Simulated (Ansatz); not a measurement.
# GeSiH3Cl3 (Si(GeH3)Cl3) at 6 levels

Wanted: a comparison of 6 runs (HF/3-21G, HF/def2-SVP, B2PLYP/6-31G, B3LYP/6-31G*, B3LYP/pcseg-2, CCSD/cc-pVDZ) of GeSiH3Cl3 (Si(GeH3)Cl3). 

The calculation is run with Ansatz 0.2.0.

### Step 1. The system as given

The species is GeSiH3Cl3 (8 atoms), meant as a singlet with charge 0. As SMILES, `Cl[Si](Cl)(Cl)[GeH3]`. The shape comes from GFN2-xTB, which is rough for such elements, and wasn't checked as a minimum.

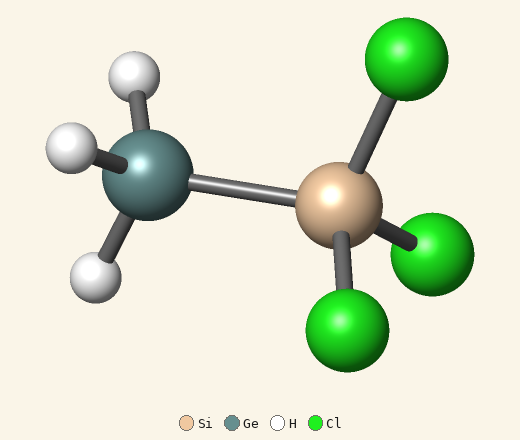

The structure, seen from a chosen angle (silicon light orange, germanium teal, hydrogen white, chlorine green).

### Step 2. Energy and forces at HF/3-21G (run 1)

Contents of molecule.yaml:

```yaml
crystal:
  periodic: [false, false, false]
  atoms:
    - {symbol: Si, position_ang: [-0.003080, 0.006130, -1.122510]}
    - {symbol: Ge, position_ang: [0.003260, -0.006460, 1.206880]}
    - {symbol: H, position_ang: [0.801700, 1.112700, 1.788770]}
    - {symbol: H, position_ang: [0.577880, -1.262100, 1.773570]}
    - {symbol: H, position_ang: [-1.365520, 0.121030, 1.789090]}
    - {symbol: Cl, position_ang: [1.890160, -0.012460, -1.816720]}
    - {symbol: Cl, position_ang: [-0.932760, 1.661600, -1.802180]}
    - {symbol: Cl, position_ang: [-0.971640, -1.620430, -1.816920]}
basis:
  gaussian: {orbitals: 3-21G-spherical.json}
hamiltonian: {xc: hf}
accuracy: high
output: {forces: true, orbitals: {seedname: orbitals}}
```

The basis set 3-21G is read from a file made from the Basis Set Exchange's data (not shown).

Command:

```sh
$ ansatz run molecule.yaml --threads 1 --pin off --max-ram 3480MiB --events-out events.jsonl --progress --plain --runs-dir runs
```

The log of the run:

```text
Warning: RAYON_NUM_THREADS=1 ignored (pool sized by the plan → 1); use --threads N
Functional definition: HF
  name "HF"
  exchange = exact_x
  correlation = 0
1682 factors; integrals over basis functions are off by at most 5.7e-9 eV
mean field evaluation 1: about -101400.0993 eV, gradient 2.2e1 eV
mean field evaluation 2: about -101400.1140 eV, gradient 2.2e1 eV
mean field evaluation 4: about -101402.0248 eV, gradient 1.3e0 eV
mean field evaluation 8: about -101402.0385 eV, gradient 5.8e-4 eV
mean field -101402.03852269 eV, -3726.4561829387 hartree, gradient 3.0e-8 eV, S^2 0.000000; 0 other end points of the search recorded, 0 dependent functions left out
the calculation of the forces begins
reference -101402.03852269 eV, -3726.4561829387 hartree; 50, 50 occupied and 30, 30 virtual orbitals, 1682 factors
Total energy: -101402.03852269 eV, -3726.4561829387 hartree
Atom 0 at    -0.003080     0.006130    -1.122510 Å, force     0.006269    -0.004700     2.410571 eV/Å
Atom 1 at     0.003260    -0.006460     1.206880 Å, force    -0.000646     0.000737     1.149149 eV/Å
Atom 2 at     0.801700     1.112700     1.788770 Å, force     0.507312     0.717803    -0.097458 eV/Å
Atom 3 at     0.577880    -1.262100     1.773570 Å, force     0.370961    -0.797379    -0.101848 eV/Å
Atom 4 at    -1.365520     0.121030     1.789090 Å, force    -0.875003     0.074235    -0.097627 eV/Å
Atom 5 at     1.890160    -0.012460    -1.816720 Å, force     2.855991    -0.033386    -1.094782 eV/Å
Atom 6 at    -0.932760     1.661600    -1.802180 Å, force    -1.398935     2.497765    -1.070592 eV/Å
Atom 7 at    -0.971640    -1.620430    -1.816920 Å, force    -1.465950    -2.455076    -1.097412 eV/Å
Dipole moment:     0.001511    -0.003305     0.588383 e Å
```

Run time: 8.4 s. Hardware: 1 thread of Intel Xeon at 2.70GHz, shared host; peak memory 0.35 GiB.

### Step 3. Energy and gradient at HF/def2-SVP (run 2)

Contents of molecule.yaml:

```yaml
crystal:
  periodic: [false, false, false]
  atoms:
    - symbol: Si
      position_ang: [-0.003080, 0.006130, -1.122510]
    - symbol: Ge
      position_ang: [0.003260, -0.006460, 1.206880]
    - symbol: H
      position_ang: [0.801700, 1.112700, 1.788770]
    - symbol: H
      position_ang: [0.577880, -1.262100, 1.773570]
    - symbol: H
      position_ang: [-1.365520, 0.121030, 1.789090]
    - symbol: Cl
      position_ang: [1.890160, -0.012460, -1.816720]
    - symbol: Cl
      position_ang: [-0.932760, 1.661600, -1.802180]
    - symbol: Cl
      position_ang: [-0.971640, -1.620430, -1.816920]
basis:
  gaussian: {orbitals: def2-SVP}
total_charge: 0
hamiltonian: {xc: hf}
accuracy: high
output: {forces: true, orbitals: {seedname: orbitals}}
```

Command:

```sh
$ ansatz run molecule.yaml --threads 1 --pin off --max-ram 3480MiB --events-out events.jsonl --progress --plain --runs-dir runs
```

The log of the run, cut to the lines that bear on the results:

```text
Warning: RAYON_NUM_THREADS=1 ignored (pool sized by the plan → 1); use --threads N
[... 2 set-up lines as earlier in the session ...]
[...]
2375 factors; integrals over basis functions are off by at most 5.1e-8 eV
[...]
mean field -101876.82395673 eV, -3743.9042258184 hartree, gradient 2.9e-8 eV, S^2 0.000000; 0 other end points of the search recorded, 0 dependent functions left out
[...]
reference -101876.82395673 eV, -3743.9042258184 hartree; 50, 50 occupied and 69, 69 virtual orbitals, 2375 factors
Total energy: -101876.82395673 eV, -3743.9042258184 hartree
Atom 0 at    -0.003080     0.006130    -1.122510 Å, force     0.001323     0.004465     0.401971 eV/Å
Atom 1 at     0.003260    -0.006460     1.206880 Å, force    -0.002706     0.004663     0.580436 eV/Å
Atom 2 at     0.801700     1.112700     1.788770 Å, force     0.524877     0.740881     0.070975 eV/Å
Atom 3 at     0.577880    -1.262100     1.773570 Å, force     0.384235    -0.825570     0.067119 eV/Å
Atom 4 at    -1.365520     0.121030     1.789090 Å, force    -0.903877     0.075410     0.070777 eV/Å
Atom 5 at     1.890160    -0.012460    -1.816720 Å, force     0.938562    -0.014501    -0.399428 eV/Å
Atom 6 at    -0.932760     1.661600    -1.802180 Å, force    -0.457317     0.821624    -0.390379 eV/Å
Atom 7 at    -0.971640    -1.620430    -1.816920 Å, force    -0.485096    -0.806971    -0.401471 eV/Å
Dipole moment:     0.000556    -0.001452     0.213658 e Å
```

Wall time 11 s (1 thread of Intel Xeon at 2.70GHz, shared host); peak memory 0.49 GiB.

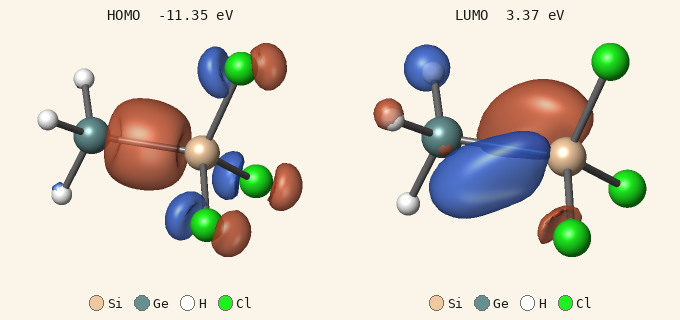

Frontier orbitals of this run, surfaces at ±0.2 Å^-3/2.

Runs 3 to 5 aren't shown in full; the table further down has their settings and results.

### Step 4. Energy and gradient at CCSD/cc-pVDZ (run 6)

Contents of run.yaml:

```yaml
crystal:
  periodic: [false, false, false]
  atoms:
    - symbol: Si
      position_ang: [-0.003080, 0.006130, -1.122510]
    - symbol: Ge
      position_ang: [0.003260, -0.006460, 1.206880]
    - symbol: H
      position_ang: [0.801700, 1.112700, 1.788770]
    - symbol: H
      position_ang: [0.577880, -1.262100, 1.773570]
    - symbol: H
      position_ang: [-1.365520, 0.121030, 1.789090]
    - symbol: Cl
      position_ang: [1.890160, -0.012460, -1.816720]
    - symbol: Cl
      position_ang: [-0.932760, 1.661600, -1.802180]
    - symbol: Cl
      position_ang: [-0.971640, -1.620430, -1.816920]
basis:
  gaussian: {orbitals: cc-pVDZ}
correlation: {method: ccsd, frozen_orbitals: {Cl: 5, Ge: 9, H: 0, Si: 5}}
accuracy: high
scf: {omitted_lower_state_checks: [cluster_reference, increment]}
output: {forces: true, orbitals: {seedname: orbitals}}
```

Command:

```sh
$ ansatz run run.yaml --threads 1 --pin off --max-ram 3480MiB --events-out events.jsonl --progress --plain --runs-dir runs
```

The log of the run, cut to the lines that bear on the results:

```text
Warning: RAYON_NUM_THREADS=1 ignored (pool sized by the plan → 1); use --threads N
[... 2 set-up lines as earlier in the session ...]
[...]
2626 factors; integrals over basis functions are off by at most 4.5e-9 eV
[...]
mean field -101897.65767229 eV, -3744.6698507437 hartree, gradient 9.8e-9 eV, S^2 0.000000; 0 other end points of the search recorded, 0 dependent functions left out
29 core orbitals not correlated: weight in the atoms' cores, before any rotation towards them, 1.000 or more for the frozen orbitals, at most 0.000 for the correlated occupied ones
reference -101897.65767229 eV, -3744.6698507437 hartree; 21, 21 occupied and 64, 64 virtual orbitals, 2626 factors
second order -16.64035563 eV of doubles, -0.00000000 eV of singles
cycle   1  -17.75739434 eV  change    -1.1e0 eV  update   9.1e-2
[...]
cycle  19  -18.23298224 eV  change    2.3e-9 eV  update   2.4e-9
[...]
Total energy: -101915.89065453 eV, -3745.3399004822 hartree
Atom 0 at    -0.003080     0.006130    -1.122510 Å, force     0.002294     0.002317     0.784993 eV/Å
Atom 1 at     0.003260    -0.006460     1.206880 Å, force    -0.002997     0.005302     0.354502 eV/Å
Atom 2 at     0.801700     1.112700     1.788770 Å, force     0.524378     0.739102     0.114668 eV/Å
Atom 3 at     0.577880    -1.262100     1.773570 Å, force     0.382919    -0.824810     0.110221 eV/Å
Atom 4 at    -1.365520     0.121030     1.789090 Å, force    -0.902074     0.076346     0.114481 eV/Å
Atom 5 at     1.890160    -0.012460    -1.816720 Å, force     1.247227    -0.016837    -0.496047 eV/Å
Atom 6 at    -0.932760     1.661600    -1.802180 Å, force    -0.609281     1.091102    -0.484791 eV/Å
Atom 7 at    -0.971640    -1.620430    -1.816920 Å, force    -0.642466    -1.072522    -0.498026 eV/Å
Dipole moment:     0.000501    -0.001335     0.195109 e Å
Checks for a lower state left out: cluster_reference, increment
```

Run time: 2.4 min. Hardware: 1 thread of Intel Xeon at 2.70GHz, shared host; peak memory 1.2 GiB.

### Step 5. The series

| run | level | frozen core orbitals | Cartesian functions | energy (Eh) | dipole moment (D) | HOMO energy (eV) | LUMO energy (eV) | wall time |
| --- | --- | --- | --- | --- | --- | --- | --- | --- |
| 1 | HF/3-21G | – | no | -3726.456183 | 2.83 | -11.77 | 2.67 | 8.4 s |
| 2 | HF/def2-SVP | – | no | -3743.904226 | 1.03 | -11.35 | 3.37 | 11 s |
| 3 | B2PLYP/6-31G | 29 | no | -3747.413387 | 2.35 | -9.98 | 0.43 | 41 s |
| 4 | B3LYP/6-31G* (Cartesian functions) | – | yes | -3748.795920 | 1.29 | -8.43 | -0.45 | 24 s |
| 5 | B3LYP/pcseg-2 | – | no | -3749.291982 | 1.10 | -8.47 | -0.57 | 81 s |
| 6 | CCSD/cc-pVDZ | 29 | no | -3745.339900 | 0.94 | -11.37 | 3.27 | 2.4 min |

### Step 6. What came out

```
                                           quantity           value
                                run 6: total energy  -3745.33990 Eh
          run 6: dipole moment (correlated density)          0.94 D
         run 6: HOMO energy (Hartree–Fock orbitals)       -11.37 eV
         run 6: LUMO energy (Hartree–Fock orbitals)         3.27 eV
       run 6: HOMO–LUMO gap (Hartree–Fock orbitals)        14.64 eV
run 6: correlation energy (29 core orbitals frozen)      -670.0 mEh
                               run 6: T1 diagnostic           0.009
                    run 6: largest force on an atom      1.346 eV/Å
```

What this shows: The dipole moment (its size) runs from 0.94 D (CCSD/cc-pVDZ) to 2.83 D (HF/3-21G). The two ends differ in method and basis. Over runs 1, 2, 3, 4, 5 the HOMO–LUMO gap runs from 7.90 eV (B3LYP/pcseg-2) to 14.72 eV (HF/def2-SVP). Totals of different functionals can't be ranked against each other. All runs together took 5.2 min, the longest 2.4 min.
